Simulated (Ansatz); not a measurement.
# A hypothetical structure for Li2RuS2

Starting from a made-up structure for Li2RuS2, the aim is the relaxed cell, its shortest contacts and, where a second run follows, its electronic structure.

Program: Ansatz 0.2.0. Level of theory: DFT, PBE, plane-wave PAW, files of the set soft_1, scalar-relativistic, no spin, cell and ions relaxed at zero pressure; PAW set soft_1. Results are calculated unless marked as measured.

### 1. Starting point

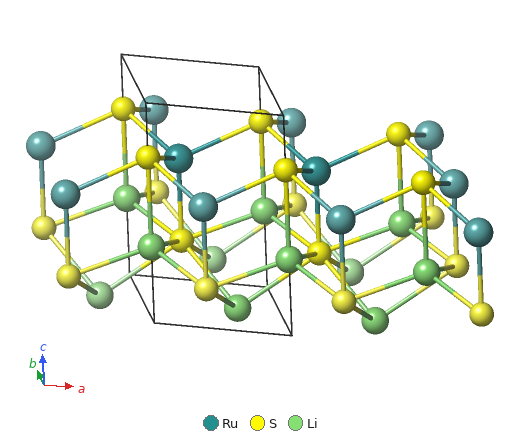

Start, viewed slightly off an axis; ruthenium teal, sulfur yellow, lithium green. 2×1×1 cells are drawn. Some periodic images of atoms are drawn too.

### 2. Relaxing cell and atoms

The guess takes its coordinates from another compound and its volume from a rule, so the cell and any free coordinates are relaxed together.

Input file input.yaml:

```yaml
crystal:
  lattice:
    - [3.898, 0.0, 0.0]
    - [-1.949, 3.375767024, 0.0]
    - [0.0, 0.0, 6.22]
  atoms:
    - { symbol: Ru, position: [0.333333333, 0.666666667, 0.6194] }
    - { symbol: S, position: [0.333333333, 0.666666667, 0.2473] }
    - { symbol: S, position: [0.0, 0.0, 0.7524] }
    - { symbol: Li, position: [0.666666667, 0.333333333, 0.0329] }
    - { symbol: Li, position: [0.0, 0.0, 0.3463] }
kpoints:
  mp_grid: { grid: [8, 8, 5] }
scf:
  occupations: { method: fermi_dirac, width: 0.05 }
hamiltonian:
  xc: pbe
  pseudopotentials: { kind: paw, azcp: { folder: soft_1 } }
relax:
  f_tol: 0.015
  max_steps: 70
  cell: {}
output:
  forces: true
  stress: true
```

The run is started by

```console
> ansatz run input.yaml --threads 4 --pin off --max-ram 10240MiB --backend cpu --events-out ev --progress --plain --runs-dir out
```

Numbers of over 12 decimals in the logs are rounded to 6 here.

Log:

```text
Engine: ansatz 0.2.0, aarch64-unknown-linux-gnu
Pseudopotentials: kind: paw
Pseudopotential: Ru, paw, valence charge 16, recommended cutoff 420 eV (normal), soft_1/Ru.paw.azcp
Pseudopotential: S, paw, valence charge 6, recommended cutoff 420 eV (normal), soft_1/S.paw.azcp
Pseudopotential: Li, paw, valence charge 3, recommended cutoff 420 eV (normal), soft_1/Li.paw.azcp
Functional definition: PBE
  parameter kappa = 0.804
  parameter beta = 0.066725
  exchange = pbe_x(kappa = kappa, mu = beta*pi^2/3)
  correlation = pbe_c(beta = beta)
Crystal: 5 atoms, lattice volume = 81.847 Å³
Basis set: ecut = 420 eV, 1617 PW (Γ), exchange–correlation on 54×54×90 points (8 copies of the dense FFT grid, shifted against one another)
Bands: 22, of which v1, the nominal top of the filled ones, is band 17 counted from 1 (16 counted from 0)
Symmetry: 6 space group operations
Space group: P3m1 (ITA 156), of the structure as read, at distance tolerance 4.3e-5 Å
k-points: 40 of 320 (time reversal used)
Non-local potential: Ru, projectors of the file, l = 0: 3, l = 1: 2, l = 2: 2, l = 3: 1
Non-local potential: S, projectors of the file, l = 0: 2, l = 1: 2, l = 2: 1
Non-local potential: Li, projectors of the file, l = 0: 3, l = 1: 2, l = 2: 1
PAW form: soft (Blöchl's): semilocal exchange-correlation on the pseudo side does not see the compensation charge
PAW one-centre angular grid: Ru, 590 points (default); XC on 64 Gauss nodes
PAW one-centre angular grid: S, 110 points (default); XC on 64 Gauss nodes
PAW one-centre angular grid: Li, 110 points (default); XC on 96 Gauss nodes
Initial density: superposition of atomic densities (chi_scale 0.1, normalization cell, long waves kept (reshape's long-wave potential 0.03 eV rms))
Initial wavefunctions: pseudopotential atomic-orbital guess
Functional: x = pbe(κ = 0.804, μ = 0.219515), c = pbe(β = 0.066725)
SCF iter   1: F=—  HF=-8096.684443 eV  |F-HF|=—  |Δ(HF+E_count)|=         —  Δρ=5.16e-2  dr2=4.33e0  ethr=3.10e-3  ⟨swp⟩=6.3  Hψ=4562  notcnv=0
preconditioner: auto → Kerker (q_TF=auto, 2.357 Å⁻¹)  [metal: Δε(μ)=0.076 eV  Ē_g=8.199 eV  σ=0.050 eV  W_gap=0.34  n_scr=22 (ndim 8)  ℏωp=19.3 eV  f_vac=0.000  D(μ)=1.75/eV (n_scr^D=8)]
SCF iter   2: F=—  HF=-8096.111908 eV  |F-HF|=—  |Δ(HF+E_count)|=   5.73e-1  Δρ=2.87e-2  dr2=1.80e0  ethr=3.10e-3  ⟨swp⟩=2.0  Hψ=1376  notcnv=0  defer=6
SCF iter   3: F=—  HF=-8095.723126 eV  |F-HF|=—  |Δ(HF+E_count)|=   3.89e-1  Δρ=6.86e-3  dr2=2.05e-1  ethr=3.10e-3  ⟨swp⟩=3.0  Hψ=1577  notcnv=0  defer=6
SCF iter   4: F=—  HF=-8095.668894 eV  |F-HF|=—  |Δ(HF+E_count)|=   5.42e-2  Δρ=3.20e-3  dr2=2.44e-2  ethr=6.02e-4  ⟨swp⟩=3.0  Hψ=1442  notcnv=0  defer=4
SCF iter   5: F=—  HF=-8095.664820 eV  |F-HF|=—  |Δ(HF+E_count)|=   4.07e-3  Δρ=1.00e-3  dr2=1.36e-3  ethr=7.19e-5  ⟨swp⟩=3.0  Hψ=1578  notcnv=0  defer=4
SCF iter   6: F=—  HF=-8095.665345 eV  |F-HF|=—  |Δ(HF+E_count)|=   5.25e-4  Δρ=3.08e-4  dr2=1.07e-4  ethr=4.01e-6  ⟨swp⟩=2.3  Hψ=1266  notcnv=0  defer=4
SCF iter   7: F=—  HF=-8095.665412 eV  |F-HF|=—  |Δ(HF+E_count)|=   6.70e-5  Δρ=1.11e-4  dr2=1.30e-5  ethr=3.15e-7  ⟨swp⟩=2.0  Hψ=1264  notcnv=0  defer=4
SCF iter   8: F=—  HF=-8095.665418 eV  |F-HF|=—  |Δ(HF+E_count)|=   5.96e-6  Δρ=3.66e-5  dr2=1.37e-6  ethr=3.83e-8  ⟨swp⟩=2.1  Hψ=1259  notcnv=0  defer=4
SCF iter   9: F=—  HF=-8095.665419 eV  |F-HF|=—  |Δ(HF+E_count)|=   7.65e-7  Δρ=1.17e-5  dr2=1.16e-7  ethr=4.04e-9  ⟨swp⟩=2.1  Hψ=1281  notcnv=0  defer=4
SCF iter  10: F=-8095.665419 eV  HF=-8095.665419 eV  |F-HF|=2.09e-10  |Δ(HF+E_count)|=   4.54e-8  Δρ=3.55e-6  dr2=1.74e-8  ethr=2.94e-10  ⟨swp⟩=4.6  Hψ=2857  notcnv=0
SCF 1 converged in 10 iterations: F = -8095.665419 eV  dr2 = 1.74e-8
  greatest PAW one-centre occupation: 1.000 electrons in one spin orbital (limit 2), on the Li atom at site 4 (counted from 0), in its partial waves of l = 0
relax step   1: F+E_penalty+E_count = -8095.66541899 eV  Δ(F+E_penalty+E_count) = +0.000e0 eV  max|allowed force component| = 1.726e0 eV/Å  Δτ_max = 0.0000 Å  P = -4.351 GPa  Ω = 81.847 Å³  (10 SCF iters, dr2 threshold 1.00e-7 eV, accepted)
Crystal: 5 atoms, lattice volume = 77.317 Å³
Basis set: ecut = 420 eV, 1485 PW (Γ), exchange–correlation on 54×54×90 points (8 copies of the dense FFT grid, shifted against one another)
Initial density: handed on by an earlier stage of this run
Initial wavefunctions: those handed on with the density
iter 1 solved again at ethr=2.29e-4 eV; its pass at ethr=3.10e-3 eV (dr2=7.79e-2 eV) is discarded
SCF iter   1: F=—  HF=-8095.879004 eV  |F-HF|=—  |Δ(HF+E_count)|=         —  Δρ=1.14e-2  dr2=7.97e-2  ethr=2.29e-4  ⟨swp⟩=1.4  Hψ=5159  notcnv=0
preconditioner: auto → Kerker (q_TF=auto, 2.379 Å⁻¹)  [metal: Δε(μ)=0.093 eV  Ē_g=8.547 eV  σ=0.050 eV  W_gap=0.39  n_scr=22 (ndim 8)  ℏωp=19.8 eV  f_vac=0.000  D(μ)=1.71/eV (n_scr^D=8)]
SCF iter   2: F=—  HF=-8095.871547 eV  |F-HF|=—  |Δ(HF+E_count)|=   7.46e-3  Δρ=5.79e-3  dr2=2.56e-2  ethr=2.29e-4  ⟨swp⟩=1.9  Hψ=939  notcnv=0
SCF iter   3: F=—  HF=-8095.868783 eV  |F-HF|=—  |Δ(HF+E_count)|=   2.76e-3  Δρ=8.28e-4  dr2=2.39e-3  ethr=7.53e-5  ⟨swp⟩=1.3  Hψ=918  notcnv=0
SCF iter   4: F=—  HF=-8095.868391 eV  |F-HF|=—  |Δ(HF+E_count)|=   3.92e-4  Δρ=3.67e-4  dr2=3.77e-4  ethr=7.04e-6  ⟨swp⟩=2.3  Hψ=1218  notcnv=0
SCF iter   5: F=—  HF=-8095.868296 eV  |F-HF|=—  |Δ(HF+E_count)|=   9.54e-5  Δρ=1.12e-4  dr2=2.19e-5  ethr=1.11e-6  ⟨swp⟩=2.4  Hψ=1241  notcnv=0
SCF iter   6: F=—  HF=-8095.868295 eV  |F-HF|=—  |Δ(HF+E_count)|=   8.94e-7  Δρ=3.64e-5  dr2=1.93e-6  ethr=6.45e-8  ⟨swp⟩=2.2  Hψ=1208  notcnv=0
SCF iter   7: F=-8095.868295 eV  HF=-8095.868295 eV  |F-HF|=1.09e-8  |Δ(HF+E_count)|=   5.16e-7  Δρ=1.29e-5  dr2=2.60e-7  ethr=1.47e-9  ⟨swp⟩=5.0  Hψ=3142  notcnv=0
SCF 2 converged in 7 iterations: F = -8095.868295 eV  dr2 = 2.60e-7
relax step   2: F+E_penalty+E_count = -8095.86829544 eV  Δ(F+E_penalty+E_count) = -2.029e-1 eV  max|allowed force component| = 7.774e-1 eV/Å  Δτ_max = 0.0798 Å  P = -0.999 GPa  Ω = 77.317 Å³  energy of the carried Pulay correction = +1.288e-3 eV  (7 SCF iters, dr2 threshold 5.00e-7 eV, accepted)
Crystal: 5 atoms, lattice volume = 76.575 Å³
iter 1 solved again at ethr=1.06e-4 eV; its pass at ethr=3.10e-3 eV (dr2=3.61e-2 eV) is discarded
SCF iter   1: F=—  HF=-8095.915791 eV  |F-HF|=—  |Δ(HF+E_count)|=         —  Δρ=7.11e-3  dr2=3.62e-2  ethr=1.06e-4  ⟨swp⟩=1.0  Hψ=5021  notcnv=0
preconditioner: auto → Kerker (q_TF=auto, 2.383 Å⁻¹)  [metal: Δε(μ)=0.104 eV  Ē_g=8.647 eV  σ=0.050 eV  W_gap=0.48  n_scr=22 (ndim 8)  ℏωp=19.9 eV  f_vac=0.000  D(μ)=1.97/eV (n_scr^D=10)]
SCF iter   2: F=—  HF=-8095.912182 eV  |F-HF|=—  |Δ(HF+E_count)|=   3.61e-3  Δρ=3.75e-3  dr2=1.48e-2  ethr=1.06e-4  ⟨swp⟩=1.0  Hψ=880  notcnv=0
SCF iter   3: F=—  HF=-8095.909657 eV  |F-HF|=—  |Δ(HF+E_count)|=   2.53e-3  Δρ=6.46e-4  dr2=1.96e-3  ethr=4.36e-5  ⟨swp⟩=1.8  Hψ=1083  notcnv=0
SCF iter   4: F=—  HF=-8095.909205 eV  |F-HF|=—  |Δ(HF+E_count)|=   4.52e-4  Δρ=3.41e-4  dr2=3.51e-4  ethr=5.76e-6  ⟨swp⟩=1.6  Hψ=981  notcnv=0
SCF iter   5: F=—  HF=-8095.909102 eV  |F-HF|=—  |Δ(HF+E_count)|=   1.03e-4  Δρ=1.09e-4  dr2=1.42e-5  ethr=1.03e-6  ⟨swp⟩=2.1  Hψ=1209  notcnv=0
SCF iter   6: F=—  HF=-8095.909104 eV  |F-HF|=—  |Δ(HF+E_count)|=   2.33e-6  Δρ=3.41e-5  dr2=1.63e-6  ethr=4.18e-8  ⟨swp⟩=2.1  Hψ=1267  notcnv=0
SCF iter   7: F=-8095.909105 eV  HF=-8095.909105 eV  |F-HF|=5.36e-8  |Δ(HF+E_count)|=   3.26e-7  Δρ=1.23e-5  dr2=2.32e-7  ethr=1.47e-9  ⟨swp⟩=5.0  Hψ=3147  notcnv=0
SCF 3 converged in 7 iterations: F = -8095.909105 eV  dr2 = 2.32e-7
relax step   3: F+E_penalty+E_count = -8095.90910453 eV  Δ(F+E_penalty+E_count) = -4.081e-2 eV  max|allowed force component| = 1.270e-1 eV/Å  Δτ_max = 0.0519 Å  P = +0.463 GPa  Ω = 76.575 Å³  energy of the carried Pulay correction = +1.506e-3 eV  (7 SCF iters, dr2 threshold 5.00e-7 eV, accepted)
[...]
relax step   4: F+E_penalty+E_count = -8095.91067437 eV  Δ(F+E_penalty+E_count) = -1.570e-3 eV  max|allowed force component| = 2.940e-2 eV/Å  Δτ_max = 0.0198 Å  P = -0.127 GPa  Ω = 76.980 Å³  energy of the carried Pulay correction = +1.387e-3 eV  (6 SCF iters, dr2 threshold 5.00e-7 eV, accepted)
[...]
relax step   5: F+E_penalty+E_count = -8095.91096822 eV  Δ(F+E_penalty+E_count) = -2.938e-4 eV  max|allowed force component| = 8.698e-3 eV/Å  Δτ_max = 0.0070 Å  P = -0.025 GPa  Ω = 77.010 Å³  energy of the carried Pulay correction = +1.378e-3 eV  (6 SCF iters, dr2 threshold 5.40e-8 eV, accepted)
[...]
relax step   6: F+E_penalty+E_count = -8095.91104006 eV  Δ(F+E_penalty+E_count) = -7.184e-5 eV  max|allowed force component| = 5.187e-3 eV/Å  Δτ_max = 0.0040 Å  P = +0.013 GPa  Ω = 76.984 Å³  energy of the carried Pulay correction = +1.385e-3 eV  (7 SCF iters, dr2 threshold 7.32e-9 eV, accepted)
Initial wavefunctions: pseudopotential atomic-orbital guess (no wavefunctions were taken with the density)
iter 1 solved again at ethr=1.24e-6 eV; its pass at ethr=3.10e-3 eV (dr2=4.21e-4 eV) is discarded
SCF iter   1: F=—  HF=-8095.909671 eV  |F-HF|=—  |Δ(HF+E_count)|=         —  Δρ=7.87e-5  dr2=8.23e-7  ethr=1.24e-6  ⟨swp⟩=3.4  Hψ=6951  notcnv=0
eigensolver tolerance schedule: the retry pair's looser diagonalisation over-reported the residual by 511.26 of it (diagonalisation noise at 0.26 of the residual, at the tolerance the schedule requests for it); recorded, not acted on — ethr = c·dr2/N_el stays at c = 1.0e-1
preconditioner: auto → Kerker (q_TF=auto, 2.381 Å⁻¹)  [metal: Δε(μ)=0.108 eV  Ē_g=8.613 eV  σ=0.050 eV  W_gap=0.49  n_scr=22 (ndim 8)  ℏωp=19.9 eV  f_vac=0.000  D(μ)=1.97/eV (n_scr^D=10)]
SCF iter   2: F=—  HF=-8095.909650 eV  |F-HF|=—  |Δ(HF+E_count)|=   2.02e-5  Δρ=3.96e-5  dr2=1.58e-7  ethr=2.42e-9  ⟨swp⟩=3.0  Hψ=1625  notcnv=0
SCF iter   3: F=—  HF=-8095.909651 eV  |F-HF|=—  |Δ(HF+E_count)|=   6.79e-7  Δρ=7.09e-6  dr2=8.09e-9  ethr=4.65e-10  ⟨swp⟩=2.0  Hψ=1520  notcnv=0
SCF iter   4: F=—  HF=-8095.909651 eV  |F-HF|=—  |Δ(HF+E_count)|=   2.50e-8  Δρ=5.65e-7  dr2=1.03e-9  ethr=2.38e-11  ⟨swp⟩=2.0  Hψ=1387  notcnv=0
SCF iter   5: F=—  HF=-8095.909651 eV  |F-HF|=—  |Δ(HF+E_count)|=  1.40e-10  Δρ=2.56e-7  dr2=2.69e-10  ethr=3.02e-12  ⟨swp⟩=1.0  Hψ=891  notcnv=0
SCF iter   6: F=-8095.909651 eV  HF=-8095.909651 eV  |F-HF|=7.28e-12  |Δ(HF+E_count)|=  5.64e-11  Δρ=9.07e-8  dr2=1.35e-11  ethr=1.00e-12  ⟨swp⟩=3.8  Hψ=3536  notcnv=0
SCF 7 converged in 6 iterations: F = -8095.909651 eV  dr2 = 1.35e-11
relax step   7: F+E_penalty+E_count = -8095.90965115 eV  Δ(F+E_penalty+E_count) = +1.389e-3 eV  max|allowed force component| = 5.663e-3 eV/Å  Δτ_max = 0.0000 Å  P = +0.012 GPa  Ω = 76.984 Å³  stress off target by 3.85e-2 GPa  SCF on the basis re-selected at this cell (its energy is not comparable with the rows above)  (6 SCF iters)
basis re-selected at this cell: Δ(F+E_penalty+E_count) = +1.389e-3 eV, ΔP = -0.001 GPa vs the last step (what re-selecting the basis moved, of the pressure what is left beyond the Pulay correction that the steps carried, after the strain that the cell walked since its last selection, with what the two solves' SCF thresholds leave and, on support functions, any second-order correction that the steps lacked; it is no m [...]
SCF converged after 6 iterations
Free energy (F): -8095.909651 eV
Harris-Foulkes:  -8095.909651 eV  (|F-HF|=7.28e-12)
Internal energy: -8095.892573 eV  (E = F + TS)
E sigma→0 (E₀):  -8095.901112 eV
Entropy (-TS):   -0.017078 eV (-3.416 meV/atom)
Fermi energy:    8.541303 eV
--- Per-component energies (eV) ---
  E_band       = -412.571818
  E_kinetic    = 709.098608
  E_local      = -3024.727976  (includes V_loc(G=0)·N_el)
  E_nonlocal   = 446.131774
  E_hartree    = 1102.566488
  E_xc         = -366.444695
  E_vxc        = -404.464700  (∫ρ·V_xc dr)
  E_paw        = -4768.855080  (= ΣΔE_a)
  E_vpaw       = -343.743790  (= ΣTr[D̂ρ^β])
  E_aug_tail   = 0.001172  (compensation charges beyond the density's cutoff)
  E_ewald      = -2193.662863
  E_smearing   = -0.017078  (= −TS)
  E_closure    = -0.000000  (closes the sum)
  Σ components = -8095.909651   (vs F -8095.909651, Δ=0.00e0)
--- Forces (eV/Å), atoms counted from 1 ---
  atom   1  Ru     0.00000000    -0.00000000    -0.00263508
  atom   2  S      0.00000000    -0.00000000     0.00048474
  atom   3  S     -0.00000000     0.00000000     0.00566342
  atom   4  Li     0.00000000     0.00000000     0.00170695
  atom   5  Li    -0.00000000    -0.00000000    -0.00521815
  max |Σ_I F_I| component: 1.88e-6 eV/Å
--- Stress (GPa, compression-positive) ---
       -0.001349       0.000000      -0.000000
        0.000000      -0.001349      -0.000000
       -0.000000      -0.000000       0.038510
  P = ⅓ Tr σ = 0.0119 GPa (0.119 kbar)
--- Relaxed structure (6 steps of the walk, 6 accepted, 1 SCFs on fresh bases) ---
  F+E_penalty+E_count = -8095.90965115 eV   max|allowed force component| = 5.663e-3 eV/Å   (the final SCF, on the basis selected at the relaxed cell)
  cell:  # Å, volume = 76.9838 Å³
    - [3.799533, 0, -5.0921800873583306e-18]
    - [-1.899767, 3.290492, 2.5460900436791587e-18]
    - [-8.12554133995446e-18, 0, 6.157558]
  atoms:
    - { symbol: Ru, position: [0.333333, 0.666667, 0.637963] }
    - { symbol: S, position: [0.333333, 0.666667, 0.240047] }
    - { symbol: S, position: [6.707111364673272e-18, -7.401486829111082e-18, 0.740641] }
    - { symbol: Li, position: [0.666667, 0.333333, 0.035639] }
    - { symbol: Li, position: [7.266280473419114e-18, -7.401486829111082e-18, 0.344010] }
```

Run time: 16 s. Hardware: 4 threads of Arm Neoverse V1, shared host; peak memory 0.45 GiB.

The steps of the relaxation:

```csv
step,energy less that of the first step (eV),largest force component (eV/Å),pressure (GPa),volume (Å³)
1,0.0000,1.7261,-4.35,81.85
2,-0.2029,0.7774,-1.00,77.32
3,-0.2437,0.1270,0.46,76.57
4,-0.2453,0.0294,-0.13,76.98
5,-0.2455,0.0087,-0.02,77.01
6,-0.2456,0.0052,0.01,76.98
7*,-0.2442,0.0057,0.01,76.98
```

Relaxation steps marked * repeat the geometry before them on a plane-wave basis chosen anew for their cell, so energy and pressure can jump there.

Forces are held to the 6 operations that the run works with; a distortion that breaks them can't arise in this run.

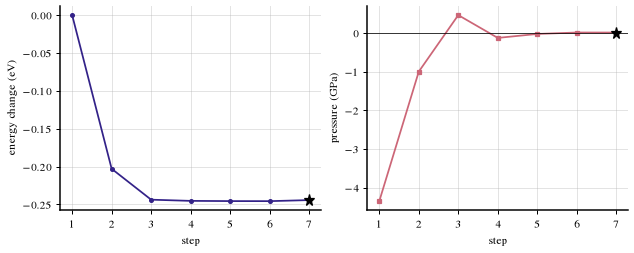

Energy and pressure along the relaxation. Stars mark steps on a basis chosen anew.

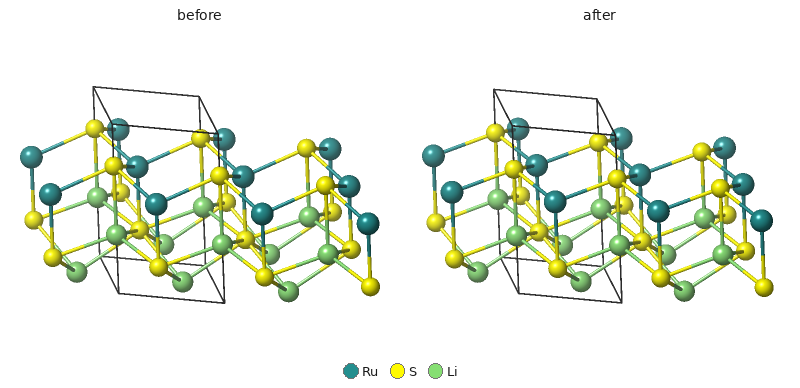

The structure before and after the relaxation, drawn at the same scale.

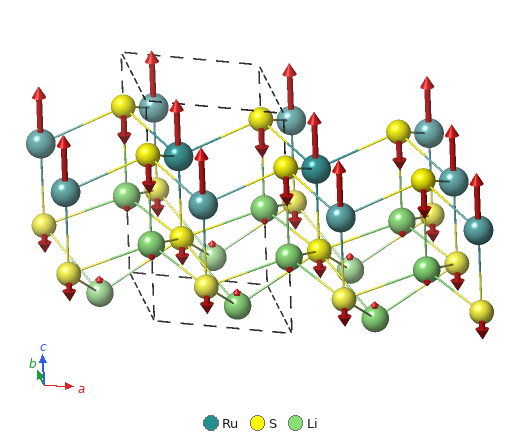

Displacements in the relaxation, exaggerated, measured against the changing cell; the longest in the cell stands for 0.11 Å. 2×1×1 cells are drawn. Some periodic images of atoms are drawn too.

```csv
"conventional cell, symmetrised",before,after,change
a (Å),3.898,3.800,-2.5 %
b (Å),3.898,3.800,-2.5 %
c (Å),6.220,6.158,-1.0 %
volume (Å³/atom),16.37,15.40,-5.9 %
```

The atoms that moved most (Å, as changes of fractional coordinates times the final cell):

```csv
atom,dx,dy,dz,length
Ru1,0.000,0.000,0.114,0.114
S3,0.000,0.000,-0.072,0.072
S2,0.000,0.000,-0.045,0.045
Li4,0.000,0.000,0.017,0.017
Li5,0.000,0.000,-0.014,0.014
```

The relaxed structure:

```
Ru S Li
1.0
     3.79953    0.00000    0.00000
    -1.89977    3.29049    0.00000
     0.00000    0.00000    6.15756
Ru S Li
1 2 2
Direct
  0.33333 0.66667 0.63796
  0.33333 0.66667 0.24005
  0.00000 0.00000 0.74064
  0.66667 0.33333 0.03564
  0.00000 0.00000 0.34401
```

This step gave:

```yaml
free_energy: -8095.9097 eV
energy_at_zero_smearing: -8095.9011 eV
smearing_term_ts: 0.01708 eV
fermi_energy: 8.541 eV
electrons: 34
symmetry_operations: 6
pressure: 0.01194 GPa
```

Shortest distances by pair of elements, guess and relaxed (not always the same contact):

```csv
pair,guess (Å),relaxed (Å)
Ru–S,2.314,2.283
Li–S,2.333,2.285
Li–Ru,2.820,2.844
Li–Li,2.977,2.901
S–S,3.813,3.777
```

The relaxation ends with a largest force component of 0.0057 eV/Å and a pressure of 0.01 GPa.

### 3. Outcome

```json
{
 "space group, relaxed": "P3m1",
 "conventional cell": "a = 3.800, b = 3.800, c = 6.158 Å; α = 90.0°, β = 90.0°, γ = 120.0°",
 "volume per atom": "15.40 Å³ (guess 16.37)"
}
```

In words: Li2RuS2 relaxes to P3m1 with a = 3.800, b = 3.800 and c = 6.158 Å. The guessed volume was 6 % too large. The space group P3m1 was held in the relaxation, so the end point is a stationary structure within it and may be a saddle against distortions or other arrangements. Mesh and cutoff weren't tested. No dispersion term is used, so weakly bound directions may come out too long. The runs have no spin, and magnetism wasn't tested. Nothing here tests whether the compound is stable against decomposition.

[Logs are printed without paths, hosts, clocks, repeated set-up lines and the standing remarks that a program may print on its own settings, such as how far it seeks lower states.]

[Hosts, paths, dates, database ids (printed as entryN), source tags and the programs' standing remarks are cut or masked in the printed files.]
